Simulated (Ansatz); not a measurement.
Input

```
crystal:
  lattice:
    - [1.3839617047, 0.7990306627, 4.52]
    - [-1.3839617047, 0.7990306627, 4.52]
    - [0.0, -1.5980613255, 4.52]
  atoms:
    - { symbol: C, position: [1.0, 0.0, 0.0] }
    - { symbol: C, position: [0.5, 0.5, 0.5] }
    - { symbol: C, position: [0.375, 0.375, 0.375] }
    - { symbol: Si, position: [0.875, 0.875, 0.875] }
kpoints:
  mp_grid: { grid: [10, 10, 10] }
hamiltonian:
  xc: pbe
scf:
  occupations: { method: fermi_dirac, width: 0.02 }
relax:
  f_tol: 0.005
  cell: {}
output:
  write_density: true
  write_potential: true
  elf: true
  volumetric_format: npy
```

Launched as:

```sh
ansatz run input.yaml --threads 2 --pin off --max-ram 2211MiB --backend cpu --events-out ev --progress --plain --runs-dir out
```

Below, planes, directions and counts refer to the conventional cell (a = 2.84 Å, b = 2.84 Å, c = 14.08 Å, α = 90.00°, β = 90.00°, γ = 120.00°).

The fields are those of the run's last geometry, not of the input's.

Space group R3m; started from the ordered alloy on diamond lattice prototype, which need not be the ambient phase.

Computed with Ansatz, DFT, PBE, plane waves, PAW.

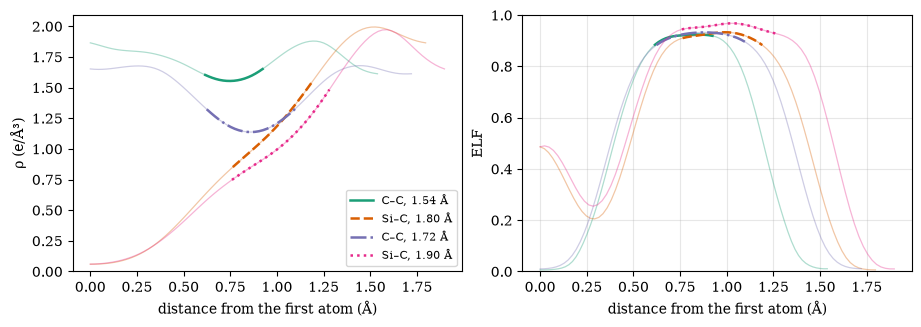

SiC3. Valence charge density (pseudo) and electron localisation function along straight lines between neighbouring atoms. Thin, pale parts lie inside the atomic spheres.

In a PAW calculation such maps are meaningful between the atoms, not at the nuclei.

### What kind of bonding do the profiles show?

C–C (1.54 Å): the density is about 1.6 e/Å³ at the midpoint; the ELF peaks at about 0.90 between the atoms (localised, covalent bonding).
Si–C (1.80 Å): the density is about 1 e/Å³ at the midpoint; the ELF peaks at about 0.95 between the atoms, as expected for a covalent bond.
C–C (1.72 Å): ρ is about 1.1 e/Å³ halfway; the ELF peaks at about 0.95 between the atoms, as expected for localised, covalent bonding.
Si–C (1.90 Å): ρ at the midpoint is about 0.94 e/Å³; the ELF peaks at about 0.95 between the atoms (a covalent bond).
